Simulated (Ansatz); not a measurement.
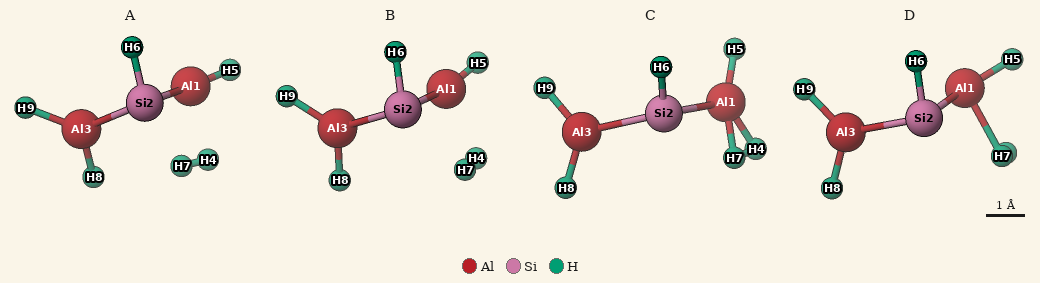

4 geometries from one relaxation of Al2SiH6, in shuffled order. The picture is a ball-and-stick view, seen at a tilt.

It is one of the separated reactants of a reaction.

Theory: RKS PBE-D4/def2-SVP in Ansatz 0.2.0. Set-up: force threshold 0.03 eV/Å; at most 250 steps.

Put them in the order of the run, from the start to the converged end.

C, D, B, A. They are steps 0, 4, 10, 24, at +2.445 eV, +0.297 eV, +0.024 eV relative to the last. H8 moves most after the best rigid fit: 1.48 Å. By element the largest moves are H 1.48 Å, Al 0.75 Å, Si 0.67 Å. Near-neighbour distances that change, for instance: Al1–H7 1.520 → 2.288 Å, Al1–H4 1.589 → 2.288 Å, H4–H7 0.999 → 0.783 Å, Al1–Si2 2.442 → 2.312 Å. Bonds break: Al1–H4 (1.59 → 2.29 Å), Al1–H7 (1.52 → 2.29 Å). Among the angles between lasting bonds that change: Si2–Al1–H5 120.4° → 168.9°, Al1–Si2–Al3 111.4° → 83.6°, Al1–Si2–H6 109.4° → 91.7°. Over 23 accepted moves (24 points after the start) the energy falls by 2.445 eV. The largest force component goes from 4.9 to 0.022 eV/Å. The line search rejected the trial step at point 18 of the run.
